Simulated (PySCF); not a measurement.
Molecule: SMILES CN([Te][GeH3])C (C2H9GeNTe), singlet. Atoms near the plane z = 0.0 Å, at the PBE0/def2-SVP optimised geometry (x, y, z in Å): Te1 (-1.3, -1.2, 0.0), N2 (-1.3, 0.9, 0.0), Ge11 (1.3, -1.2, 0.0), H12 (1.8, -2.6, 0.0).

Level of theory: PBE0/def2-TZVP, def2 effective core potentials past Kr (PySCF). The core electrons that the potentials of Te replace are not part of the density. Cells within 0.4 Å of a nucleus heavier than hydrogen are left out (blank, or x). The values are rescaled to run from 0 to 1.

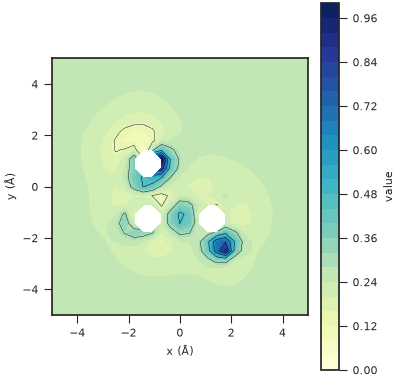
a field on the plane z = 0.0 Å.

Task: Which quantity is mapped?
(A) electron localisation function
(B) deformation density (molecule minus spherical neutral atoms)
(C) electrostatic potential
(D) log10 of the electron density

Result: B, deformation density (molecule minus spherical neutral atoms). In full: deformation density (molecule minus spherical neutral atoms) (e/bohr³).
